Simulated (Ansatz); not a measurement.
**Run report: C₂H₃AlO, nudged elastic band (part 2 of 2)**

Continued. System: C₂H₃AlO. Method: RKS r2SCAN/def2-SVP (Ansatz 0.2.0). The run did not end well. One setting was made poor on purpose. It belongs to a series of runs on one base structure; here: band between the two ends.

Geometry of the input (Å):
```
O  -0.4424  -2.0157  1.6312
C  0.0832  -1.3059  0.8721
C  0.6137  -0.4561  0.0127
Al -0.3740  1.0837  -0.5715
H  1.6281  -0.6686  -0.3452
H  -1.8342  1.3027  0.0054
H  0.3257  2.0600  -1.6047
```

**The program's output, continued**
```
NEB iter  59: max|band force component| = 4.507e-1 eV/Å  barrier→ = 1.8220 eV  barrier← = 0.4688 eV  CI = image 2  Δτ_max = 0.1801 Å  (94 SCF iters)
the calculation of the forces begins
reference -10755.96642330 eV, -395.2744754003 hartree; 18, 18 occupied and 57, 57 virtual orbitals, 826 factors
these checks for a lower state are left out or cut short: starts, cluster_reference, orbital_swaps, neighbouring_geometries, increment
826 factors; their error is unknown
mean field evaluation 1344: about -10755.9925 eV, gradient 1.1e-3 eV
mean field -10755.99245195 eV, -395.2754319357 hartree, gradient 2.6e-5 eV, S^2 0.000000; 0 other end points of the search recorded, 0 dependent functions left out
the calculation of the forces begins
reference -10755.99246147 eV, -395.2754322856 hartree; 18, 18 occupied and 57, 57 virtual orbitals, 826 factors
NEB iter  60: max|band force component| = 4.907e-1 eV/Å  barrier→ = 1.7909 eV  barrier← = 0.4376 eV  CI = image 2  Δτ_max = 0.1810 Å  (92 SCF iters)
```

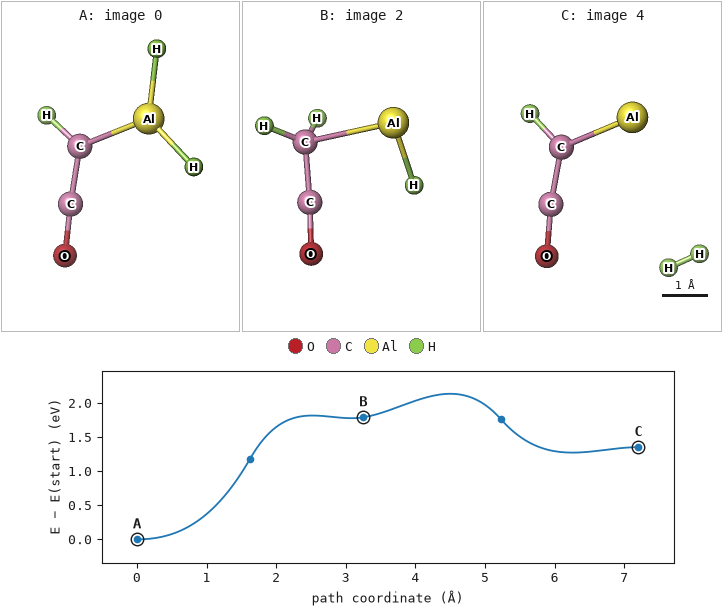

*Images of the last band (counted from 0; ball-and-stick, seen at a tilt) above the energy along the path; the line is a cubic interpolation that uses the forces.*

The highest image is number 2, 1.791 eV above the start and 0.438 eV above the end (the climbing image); the end lies 1.353 eV above the start. The path is 7.20 Å long. The band had not converged after 60 iterations.

```
Unfinished report: {"positions_ang":[[-0.6971398897889232,-1.5067782170655248,1.212087497074411],[-0.022378673334418113,-0.755391155596068,0.6500143184796109],[0.7673742277067277,0.021721290468223645,-0.1259531715900548],[-0.9314987208784486,1.0651431871323633,-1.3855480952197023],[1.49086835630396,-0.5340157545476321,-0.7373781265283316],[-1.7679257745765025,0.7934126094137327,0.03892721468214335],[1.1606994845676053,0.9159070301949053,0.34785135310192244]],"unchecked":["starts","cluster_reference","orbital_swaps","neighbouring_geometries","increment"],"mean_field":{"relativity":"none","state":{"energy":{"ev":-10755.966423297907,"hartree":-395.27447540030226},"converged":true,"gradient_ev":0.000014064594647956233,"stability":{"kind":"minimum","curvature_ev":32.591506687263795},"curvature_floor_ev":0.00030000000000000003,"spin_squared":0.0},"others":[],"fillings":{"estimated":0,"unestimated":0,"tried":0,"untried":0,"excluded_magnetic_sites":0},"n_dropped_functions":0,"n_trapped_functions":0,"passes":{"evaluations":4,"products":27},"factors":{"origin":"density fitting in generated functions","count":826,"bound_ev":null},"gradient_stop_ev":0.00009,"reference_kind":"stationary","functional":{"name":"r2SCAN","citations":["Furness, Kaplan, Ning, Perdew & Sun, J. Phys. Chem. Lett. 11, 8208 (2020) doi:10.1021/acs.jpclett.0c02405","Furness, Kaplan, Ning, Perdew & Sun, J. Phys. Chem. Lett. 11, 9248 (2020) doi:10.1021/acs.jpclett.0c03077"],"text":"name \"r2SCAN\"\ncite \"Furness, Kaplan, Ning, Perdew & Sun, J. Phys. Chem. Lett. 11, 8208 (2020) doi:10.1021/acs.jpclett.0c02405\"\ncite \"Furness, Kaplan, Ning, Perdew & Sun, J. Phys. Chem. Lett. 11, 9248 (2020) doi:10.1021/acs.jpclett.0c03077\"\nparent r2scan\nparameter k0 = 0.174\nparameter k1 = 0.065\nparameter a1 = 4.9479\nexchange = r2scan_x(k0 = k0, k1 = k1, a1 = a1)\ncorrelation = r2scan_c\n","parameters":{"a1":{"value":4.9479,"default":4.9479},"k0":{"value":0.174,"default":0.174},"k1":{"value":0.065,"default":0.065}},"final_grid":{"core_spheres":27.0,"valence_spheres":18.0,"degree":36.0},"final_grid_parameter_source":"default","radial_points_factor":1.0,"radial_grid_error_ev":0.00004202825166463307,"grid_sensitivity":"normal","grid_sensitivity_ratio":0.004213694444324409},"unsmoothed_excess_ev":-9.58705034675299e-6,"symmetry":{"irreps":["A"],"axes":[[0.983437536788661,-0.047953736755389706,0.1747885876315903],[0.019860609605122453,0.987069034088883,0.15906061149433687],[-0.18015595305502466,-0.15295476806570707,0.9716731299695394]],"occupied":[{"A":18},{"A":18}]},"density_repulsion":{"missed_ev":0.00005167276561812086,"excess_ev":0.00005167276561812086,"most_excess_ev":0.000468,"are_drawn_again":false,"n_first_factors":826,"energy_change_ev":0.0,"n_dropped_ends":0},"direct_passes":"host"},"factors":{"origin":"density fitting in generated functions","count":826,"bound_ev":null},"n_frozen":0,"n_occupied":[18,18],"n_virtual":[57,57],"reference":{"ev":-10755.966423297907,"hartree":-395.27447540030226},"total":{"ev":-10755.966423297907,"hartree":-395.27447540030226},"forces_ev_per_angstrom":[[-0.030636350322250264,-0.09194167522292003,0.14447154513824814],[-0.00530243067324272,0.0806834122130249,-0.11075085057823782],[-0.033476304288231694,-0.5259620563799082,-0.3584594638856835],[0.03486108928484521,0.01813040297028701,0.1487057365443108],[0.06774142954009205,0.03065096486870526,0.05455456681125676],[-0.0877952051407439,0.07637163385102834,-0.058204049731416095],[0.05460777159876894,0.4120673177013153,0.179682515697889]],"charge_distribution":{"dipole_moment_e_ang":[0.5625562698098407,-0.20204544711456582,0.2856945119754294],"mulliken_charges_e":[-0.02413272431583202,0.1790814964997649,-0.38090751522791777,0.17809343263123978,0.15172219265535458,-0.2523609798680142,0.14850409762540073],"lowdin_charges_e":[0.22995484866819016,-0.060201369895267476,-0.17841051118011553,0.04858519048151244,0.06429146815309528,-0.1783806270456607,0.07416100081821708]},"n_threads":2,"memory_gib":2.556818182580173,"seconds":{"hamiltonian":1.998930087,"orbitals":0.0,"second_order":0.0,"solver_start":0.0,"cycles":0.0,"cycle":0.0,"perturbative":0.0,"full_ci_increment":0.0,"forces":0.0}}
this run last wrote the band of iteration 60 to [file]
Error: NEB band did not converge after 60 iterations: max|band force component| = 4.91e-1 eV/Å (threshold 5.0e-2); raise `neb.max_iterations` in a new run, which can start from the last band evaluated (`neb.initial_path`, with `crystal.atoms` and `neb.final_atoms` set to its first and last images), add images, or start from endpoints closer to local minima. Where this run's directory can be resumed (`checkpoint.write`), a resume goes on for up to `neb.max_iterations` more; to start a new run from the last band, take its images' positions from the `neb_iteration` event of iteration 60 (`data.images[].positions_ang`), in the event stream of the run that computed that iteration (not this run's, if it was resumed behind it). With `checkpoint.write`, `steps/00-neb/state/checkpoint.json` in the run directory holds the last saved band, under `neb.evaluated.images[].positions_ang` (a band under a hybrid functional on support functions is neither saved nor resumed: `neb.initial_path` says where its path is): check the last entry of `neb.iterations` there, which is earlier than 60 if that iteration was not saved or its write failed. If the band's step has no `state` directory and holds `state.next`, a write was cut short, and the file is under `state.next` instead (behind a loss of power it can be under `state.prev`)
this run wrote the band of iteration 60 to [file] as well, whether or not its events were kept: a new run's `neb.initial_path` can list its `images[].positions_ang`
a run's events are kept only if it was started with --events-out <file>, and are in that file
```

**The last band as extended XYZ (Å, eV, eV/Å)**
```
7
Properties=species:S:1:pos:R:3:forces:R:3 image=0 energy=-10757.75728
O    -0.4424   -2.0157    1.6312   -0.0099  -0.0047   0.0082
C     0.0832   -1.3059    0.8721    0.0166  -0.0017  -0.0069
C     0.6137   -0.4561    0.0127   -0.0036   0.0080  -0.0038
Al   -0.3740    1.0837   -0.5715   -0.0044  -0.0006   0.0027
H     1.6281   -0.6686   -0.3452   -0.0006  -0.0035   0.0025
H    -1.8342    1.3027    0.0054    0.0004   0.0013  -0.0013
H     0.3257    2.0600   -1.6047    0.0015   0.0012  -0.0015
7
Properties=species:S:1:pos:R:3:forces:R:3 image=1 energy=-10756.57520
O    -0.4468   -1.3764    1.7173   -0.0495  -0.1074   0.3171
C     0.0771   -1.0455    0.7247   -0.0086  -0.5813  -0.1072
C     0.5206   -0.5859   -0.4141   -0.2725  -0.9315  -0.2285
Al   -0.5416    0.9618   -0.7079    0.9045   0.2148   0.9893
H     1.5279   -0.6755   -0.8056    0.2234  -0.0581   0.1039
H    -1.9597    0.9545   -0.0242   -0.2871   0.2648  -0.3552
H     0.8225    1.7670   -0.4901   -0.5102   1.1988  -0.7193
7
Properties=species:S:1:pos:R:3:forces:R:3 image=2 energy=-10755.96641
O    -0.6971   -1.5068    1.2121   -0.0306  -0.0919   0.1445
C    -0.0224   -0.7554    0.6500   -0.0053   0.0807  -0.1108
C     0.7674    0.0217   -0.1260   -0.0335  -0.5260  -0.3585
Al   -0.9315    1.0651   -1.3855    0.0349   0.0181   0.1487
H     1.4909   -0.5340   -0.7374    0.0677   0.0307   0.0546
H    -1.7679    0.7934    0.0389   -0.0878   0.0764  -0.0582
H     1.1607    0.9159    0.3479    0.0546   0.4121   0.1797
7
Properties=species:S:1:pos:R:3:forces:R:3 image=3 energy=-10755.99245
O    -0.8108   -1.3541    1.2967    0.0572   0.0666   0.1199
C     0.0448   -0.8655    0.6629    0.1324  -0.1650  -0.0211
C     0.8711   -0.2260   -0.1399    0.0327  -0.2096  -0.1952
Al    0.0148    0.7499   -1.6975    0.3432  -0.0715  -0.0969
H     1.8953   -0.5905   -0.2331    0.1696  -0.0509  -0.0347
H    -1.3691    1.1185   -0.1154    0.2849   0.4081   0.3399
H    -0.6461    1.1677    0.2263   -1.0200   0.0223  -0.1119
7
Properties=species:S:1:pos:R:3:forces:R:3 image=4 energy=-10756.40403
O    -0.8347   -0.9964    1.2594    0.0002   0.0042  -0.0027
C     0.1247   -0.9038    0.5950    0.0123  -0.0031  -0.0014
C     1.1110   -0.7299   -0.2564   -0.0012   0.0071  -0.0146
Al    0.8800    0.1410   -2.0215   -0.0041  -0.0015   0.0057
H     2.1211   -1.0688    0.0038   -0.0057  -0.0056   0.0123
H    -1.6715    2.0731   -0.0280   -0.0005   0.0000   0.0013
H    -1.7306    1.4848    0.4478   -0.0009  -0.0011  -0.0005
```
